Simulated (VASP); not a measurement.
Band structure of CdSe (space group Fm-3m). Calculation: r2SCAN meta-GGA, VASP's PBE PAW potentials (set 64) (plane waves; VASP).

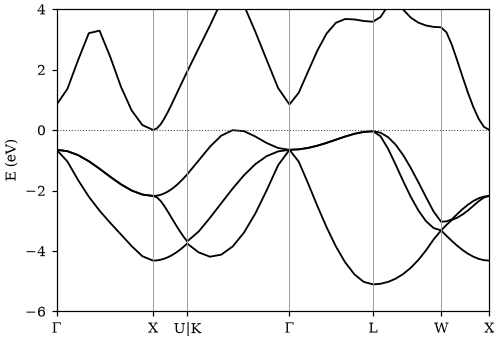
Figure: Bands along high-symmetry lines, zero at the valence-band maximum or, without a gap, the Fermi level

Read the plot: is there a gap, and where are the band edges?

It has no gap at this level: it comes out as a metal or semimetal.

The structure comes from a computed database's CdSe entry (Fm-3m); how it stands against other phases isn't given here. It was relaxed first.
